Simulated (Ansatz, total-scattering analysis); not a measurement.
**From input file to S(Q): B2O3**

Aim: the structure of B2O3 at 1500 K, and the X-ray and neutron patterns it would give.

Method: ab initio molecular dynamics with Ansatz (LDA, plane waves, PAW default files, Langevin thermostat, no spin, fixed volume). Composition: B 40.0, O 60.0 atom %; 70 atoms. The average runs over 1.27 ps of 70 atoms, so shells between rare elements are rough. Mean temperature 1501 K, largest m.s.d. 0.87 Å², energy drift +9 meV an atom (last third less first, no steady trend), Langevin friction 10 ps⁻¹; the first quarter of the run is discarded. Start: last frame of a classical run of this cell at the same density and temperature. So short a stretch relaxes bonds and nearest shells but still remembers its start.

## The run

The step of 1 fs has to resolve the fastest vibration, that of the lightest atoms and stiffest bonds. The volume is fixed, since the run is too short for a cell to find its own; the mean pressure then hints how far the functional is from its own density, with errors up to a few GPa from cell size, k-points and loose SCF steps (the program warns of the last). One k-point, Γ, is the usual economy for a cell of this size. Smeared occupations keep the forces smooth should levels come near the Fermi energy. A Langevin thermostat samples the right structure once equilibrated, but its friction lowers diffusion.

The input, input.yaml:

```yaml
crystal:
  lattice:
    - [10.145, 0.0, 0.0]
    - [0.0, 10.145, 0.0]
    - [0.0, 0.0, 10.145]
  atoms:
    - { symbol: B, position: [0.6576, 0.8363, 0.2433] }
    - { symbol: B, position: [0.6027, 0.6827, 0.4673] }
    - { symbol: B, position: [0.5396, 0.0412, 0.1259] }
    - { symbol: B, position: [0.4541, 0.7749, 0.9466] }
[... 64 atom lines left out ...]
    - { symbol: O, position: [0.8371, 0.0919, 0.2461] }
    - { symbol: O, position: [0.3201, 0.0736, 0.3669] }
kpoints:
  mp_grid: { grid: [1, 1, 1] }
scf:
  occupations: { method: fermi_dirac, width: 0.1293 }
hamiltonian:
  xc: lda
  pseudopotentials: { kind: paw }
output:
  forces: true
  stress: true
md:
  timestep: 1.0
  n_steps: 1686
  ensemble: nvt_langevin
  temperature: 1500.0
  initial_velocities: maxwell_boltzmann
  seed: 7
```

```console
$ ansatz run input.yaml --threads 8 --pin off --max-ram 20480MiB --backend cpu --events-out ev --progress --plain --runs-dir out
```

```text
Warning: md: disabling space-group detection — thermal motion breaks the input geometry's symmetry, so no spatial operation reduces the k-mesh or symmetrises the density; time reversal is kept, so that k and −k are [...]
Warning: output.stress: scf.convergence.dr2_threshold = 7e-8 eV (the default of an md: trajectory) is looser than the 7e-9 eV advised for a printed stress (1e-10 eV for each atom of the cell: 70). What an SCF threshold [...]
Warning: RAYON_NUM_THREADS=8 ignored (pool sized by the plan → 8); use --threads N
band count auto-derived: 241 (N_el = 336.0; filled up to band 168; 238 by the electrons, moments and atoms)
Engine: ansatz 0.2.0, aarch64-unknown-linux-gnu
Pseudopotential: B, paw, valence charge 3, recommended cutoff 420 eV (normal), B.paw.azcp
Pseudopotential: O, paw, valence charge 6, recommended cutoff 420 eV (normal), O.paw.azcp
Functional definition: SPW92
Crystal: 70 atoms, lattice volume = 1044.134 Å³
Basis set: ecut = 420 eV, 20341 PW (Γ)
Bands: 241, of which v1, the nominal top of the filled ones, is band 168 counted from 1 (167 counted from 0)
k-points: 1
[... other set-up lines, SCF lines and steps between those shown are left out ...]
md step     0: t =     0.00 fs  T =  1478.6 K  F+E_penalty+E_count = -27556.39215045 eV  E_kin = 13.378410 eV  P_inst = -12.2702 GPa  (9 SCF iters)
md step     1: t =     1.00 fs  T =  1394.2 K  F+E_penalty+E_count = -27556.08059304 eV  E_kin = 12.614887 eV  P_inst = -12.2888 GPa  (9 SCF iters)
md step    67: t =    67.00 fs  T =  1618.8 K  F+E_penalty+E_count = -27555.46858607 eV  E_kin = 14.647617 eV  P_inst = -6.2444 GPa  (7 SCF iters)
md step   134: t =   134.00 fs  T =  1634.4 K  F+E_penalty+E_count = -27557.50496969 eV  E_kin = 14.788312 eV  P_inst = -3.3638 GPa  (6 SCF iters)
md step   201: t =   201.00 fs  T =  1520.4 K  F+E_penalty+E_count = -27557.43776236 eV  E_kin = 13.757178 eV  P_inst = -4.1235 GPa  (7 SCF iters)
md step   268: t =   268.00 fs  T =  1419.7 K  F+E_penalty+E_count = -27556.10168636 eV  E_kin = 12.845346 eV  P_inst = -5.4474 GPa  (6 SCF iters)
md step   335: t =   335.00 fs  T =  1413.3 K  F+E_penalty+E_count = -27556.47618135 eV  E_kin = 12.787432 eV  P_inst = -5.1647 GPa  (7 SCF iters)
md step   402: t =   402.00 fs  T =  1511.5 K  F+E_penalty+E_count = -27558.70770962 eV  E_kin = 13.676400 eV  P_inst = -2.5368 GPa  (7 SCF iters)
md step   469: t =   469.00 fs  T =  1516.0 K  F+E_penalty+E_count = -27559.61649182 eV  E_kin = 13.717149 eV  P_inst = -1.3263 GPa  (6 SCF iters)
md step   536: t =   536.00 fs  T =  1494.3 K  F+E_penalty+E_count = -27559.69019143 eV  E_kin = 13.521016 eV  P_inst = 0.6454 GPa  (6 SCF iters)
md step   603: t =   603.00 fs  T =  1312.3 K  F+E_penalty+E_count = -27558.86676948 eV  E_kin = 11.874136 eV  P_inst = -0.1934 GPa  (6 SCF iters)
md step   670: t =   670.00 fs  T =  1338.9 K  F+E_penalty+E_count = -27558.31825367 eV  E_kin = 12.114266 eV  P_inst = -2.2183 GPa  (8 SCF iters)
md step   737: t =   737.00 fs  T =  1680.6 K  F+E_penalty+E_count = -27558.02092086 eV  E_kin = 15.206483 eV  P_inst = -0.0519 GPa  (7 SCF iters)
md step   804: t =   804.00 fs  T =  1528.0 K  F+E_penalty+E_count = -27557.78030015 eV  E_kin = 13.825708 eV  P_inst = -4.0386 GPa  (6 SCF iters)
md step   871: t =   871.00 fs  T =  1551.5 K  F+E_penalty+E_count = -27559.85444446 eV  E_kin = 14.038378 eV  P_inst = -1.5849 GPa  (7 SCF iters)
md step   938: t =   938.00 fs  T =  1323.5 K  F+E_penalty+E_count = -27559.44936857 eV  E_kin = 11.974993 eV  P_inst = 1.2607 GPa  (6 SCF iters)
md step  1005: t =  1005.00 fs  T =  1718.5 K  F+E_penalty+E_count = -27558.77763957 eV  E_kin = 15.549119 eV  P_inst = -0.9986 GPa  (6 SCF iters)
md step  1072: t =  1072.00 fs  T =  1489.9 K  F+E_penalty+E_count = -27557.60762128 eV  E_kin = 13.481049 eV  P_inst = -2.4479 GPa  (7 SCF iters)
md step  1139: t =  1139.00 fs  T =  1616.2 K  F+E_penalty+E_count = -27557.78537558 eV  E_kin = 14.623552 eV  P_inst = -2.5428 GPa  (7 SCF iters)
md step  1206: t =  1206.00 fs  T =  1449.2 K  F+E_penalty+E_count = -27557.99124453 eV  E_kin = 13.113062 eV  P_inst = -1.3140 GPa  (7 SCF iters)
md step  1273: t =  1273.00 fs  T =  1515.3 K  F+E_penalty+E_count = -27556.81383613 eV  E_kin = 13.710346 eV  P_inst = 0.9100 GPa  (6 SCF iters)
md step  1340: t =  1340.00 fs  T =  1622.6 K  F+E_penalty+E_count = -27559.26206631 eV  E_kin = 14.681613 eV  P_inst = -2.1509 GPa  (8 SCF iters)
md step  1407: t =  1407.00 fs  T =  1620.5 K  F+E_penalty+E_count = -27556.14986034 eV  E_kin = 14.662969 eV  P_inst = -1.5717 GPa  (6 SCF iters)
md step  1474: t =  1474.00 fs  T =  1456.0 K  F+E_penalty+E_count = -27556.55063959 eV  E_kin = 13.174460 eV  P_inst = 0.0254 GPa  (6 SCF iters)
md step  1541: t =  1541.00 fs  T =  1507.9 K  F+E_penalty+E_count = -27557.91128574 eV  E_kin = 13.643773 eV  P_inst = -2.2838 GPa  (6 SCF iters)
md step  1608: t =  1608.00 fs  T =  1409.3 K  F+E_penalty+E_count = -27559.31274254 eV  E_kin = 12.751187 eV  P_inst = 0.7700 GPa  (7 SCF iters)
md step  1675: t =  1675.00 fs  T =  1463.1 K  F+E_penalty+E_count = -27560.49572097 eV  E_kin = 13.238129 eV  P_inst = -3.1260 GPa  (6 SCF iters)
[... last step's energies and forces left out ...]
--- MD trajectory: 1686 steps, t = 0.0 → 1686.0 fs ---
  final state: T = 1649.9 K   F+E_penalty+E_count = -27561.53157948 eV   E_kin = 14.928569 eV
```

Time and hardware: 56 min on 8 threads of Arm Neoverse V2, on a shared host, peak memory 1.1 GiB.

## Analysis

The totals are in Faber–Ziman form. Below 4 Å⁻¹ the partials are summed on the cell's own reciprocal vectors (from 0.62 Å⁻¹) and folded with a Gaussian of σ = 0.14 Å⁻¹; above it they are transforms of g(r) out to 6.9 Å, tapered over the last 40 %. The fold lowers sharp peaks, and with so few vectors their positions are good to about 0.1 Å⁻¹. X-rays take neutral-atom form factors, neutrons coherent lengths (B 6.65, O 5.8037 fm). Boron is taken as ¹¹B. G(r) = 4πrρ₀[g(r) − 1] carries the resolution of a Lorch-windowed transform up to 20 Å⁻¹. The patterns are simulated, not measured. The cell is small: beyond half the box only the part of each shell inside it is counted, and low-Q values rest on few vectors. It is averaged over 127 frames.

```
T (K)            state  density (g/cm³)  first clear X-ray maximum (Å⁻¹)  its height (X-ray)  first clear neutron maximum (Å⁻¹)  its height (neutron)  B–O (Å)  O around B  O–O (Å)  O on one former (%)                   held  D over the elements, rough (10⁻⁹ m²/s)
 1500  melt, short run            1.550                             1.34                1.35                               1.35                  1.52     1.36        3.00     2.36                  0.0  volume, -1.5 GPa mean                                       -
```

neutron S(Q):

```
Q (Å⁻¹)  1500 K
    0.8    1.43
    1.1    1.10
    1.4    1.50
    1.7    1.03
    2.0    1.11
    2.3    1.03
    2.6    0.88
    2.9    0.72
    3.2    0.66
    3.5    0.68
    3.8    0.70
    4.1    0.72
    4.4    0.74
    4.7    0.82
    5.0    1.02
    5.3    1.31
    5.6    1.50
    5.9    1.47
    6.2    1.28
    6.5    1.06
    6.8    0.91
    7.1    0.83
    7.4    0.80
    7.7    0.80
    8.0    0.83
    8.3    0.89
    8.6    0.95
    8.9    0.99
```

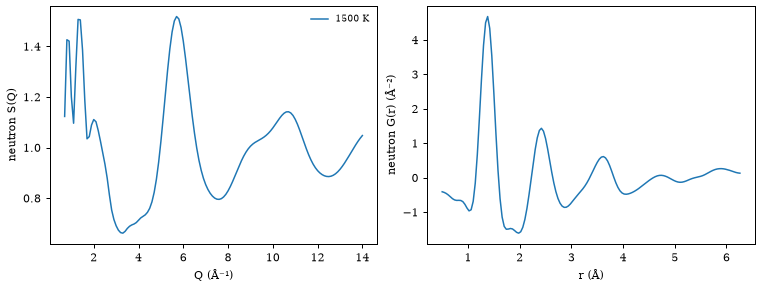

S(Q) and G(r) at each stop.

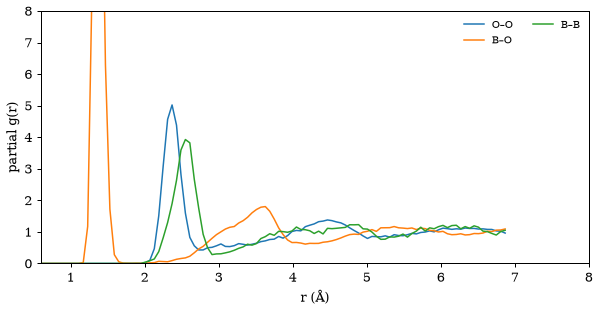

Partial pair functions at the last stop.

At 1500 K the maxima of S(Q), Q in Å⁻¹ (height), are X-ray: 1.34 (1.35), 3.15 (1.05), 5.79 (1.50), 10.79 (1.13); neutron: 1.35 (1.52), 2.02 (1.11), 5.71 (1.52), 10.66 (1.14). Weak or low-Q maxima rest on few vectors and may or may not be a real pre-peak: X-ray 0.85 (1.33), neutron 0.85 (1.46). Its shells:

| pair | first peak (Å) | g there | first minimum (Å) | g there | neighbours | X-ray weight (f = Z) | neutron weight |
| --- | --- | --- | --- | --- | --- | --- | --- |
| B–O | 1.36 | 18.2 | 1.76 | 0.01 | 3.0 O per B, 2.0 B per O | 0.42 | 0.49 |
| O–O | 2.36 | 5.0 | 2.80 | 0.47 | 4.4 | 0.50 | 0.32 |
| B–B | 2.55 | 4.0 | 3.00 | 0.31 | 3.2 | 0.09 | 0.19 |

Bonded neighbours (only these pairs count: cutoffs B–O 1.76 Å): B: 3 100 %; O: 2 100 %. Bridging oxygens per network former of four or fewer bonds: B: Q3 100 %. Oxygen by network formers bound (Si, B, P, Ge and Al count): two 100 %. O–B–O peak at 122° and B–O–B peak at 130°. These counts come from 15 frames.

The tapered transform alone would put 1.39 at the neutron maximum of 1.35 Å⁻¹, where the reciprocal vectors give 1.52: a cut in r lowers sharp peaks, which is why the direct sum is used there.

**Reading.** The first B–O shell holds 3.0 O at 1.36 Å, and g falls to nearly zero behind it. The first O–O shell holds 4.4 O at 2.36 Å, with no empty gap behind it. In Bhatia–Thornton form S_CC/(c₁c₂) peaks at 3.20 Å⁻¹ with 2.36, the mark of chemical order: unlike neighbours are preferred. Unlike atoms are nearest: the pair functions peak at 1.36 Å (B–O) and 2.36 Å (O–O). The ratio of these peaks, 1.73 (±0.04), compares with 1.73 for a triangle, 1.63 for a tetrahedron and 1.41 for an octahedron, and B has 3.0 anions. The weights that differ most between the probes (X-ray, neutron): O–O 0.50 and 0.32, B–B 0.09 and 0.19 and B–O 0.42 and 0.49.

[Logs are printed without paths, hosts, clocks, repeated set-up lines and the standing remarks that a program may print on its own settings, such as how far it seeks lower states.]
